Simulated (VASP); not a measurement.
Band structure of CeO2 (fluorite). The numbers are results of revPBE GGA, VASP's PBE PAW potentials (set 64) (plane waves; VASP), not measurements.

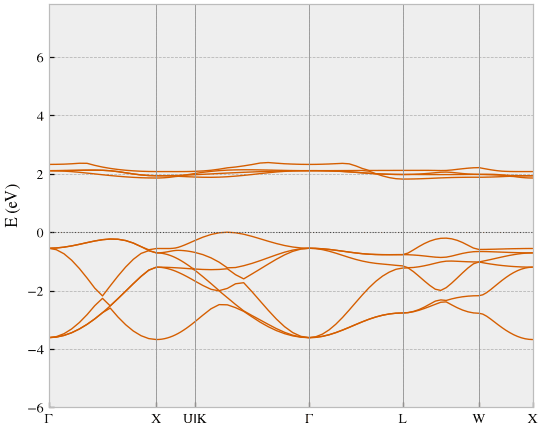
Bands along high-symmetry lines, zero at the valence-band maximum or, without a gap, the Fermi level

Q: Read the plot: is there a gap, and where are the band edges?

A: The gap is indirect, 1.82 eV, from the valence maximum at K-Γ at 0.29 to the conduction minimum at L. (Edges off the drawn lines would not show.)

The compound is CeO2 in the fluorite structure. It was relaxed first. The run is not spin-polarised, so no magnetic state was tried.
